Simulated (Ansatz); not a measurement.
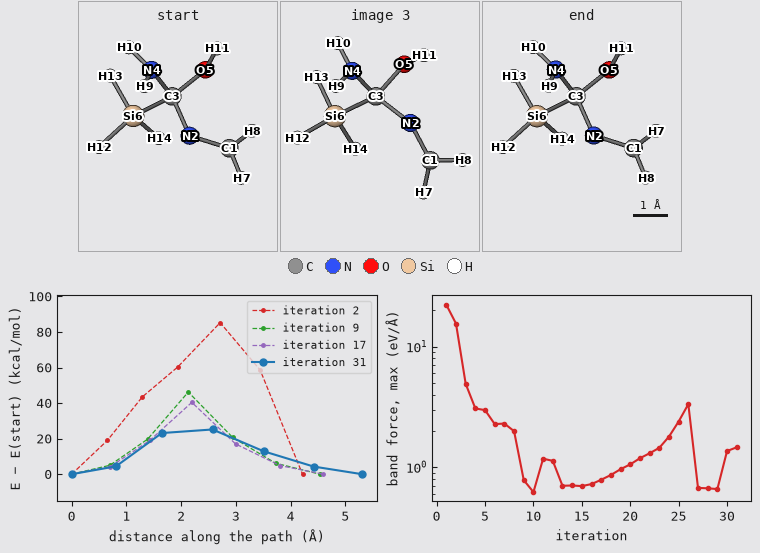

NEB run on C2H8N2OSi. Images are numbered from 0 (start) to 6 (end). The plot follows the band through its iterations. The picture is a ball-and-stick view, seen from a free direction.

The calculation used Ansatz, RKS B3LYP/6-31G. Run with 5 movable images; climbing image; force threshold 0.05 eV/Å; iteration limit 31; optimiser L-BFGS; starting path through a guess of the saddle point.

Judge this run.

The result isn't final. The band hadn't converged when the run stopped after 31 iterations. The largest component of the band force went from 22 to 1.5 eV/Å. The barrier read from it is provisional: over the last two iterations the highest image moved from 29.5 kcal/mol to 25.2 kcal/mol. The first iteration put the highest image at 141.8 kcal/mol. The barrier is about 25.2 kcal/mol in both directions, with image 3 at the top; the ends have the same energy.
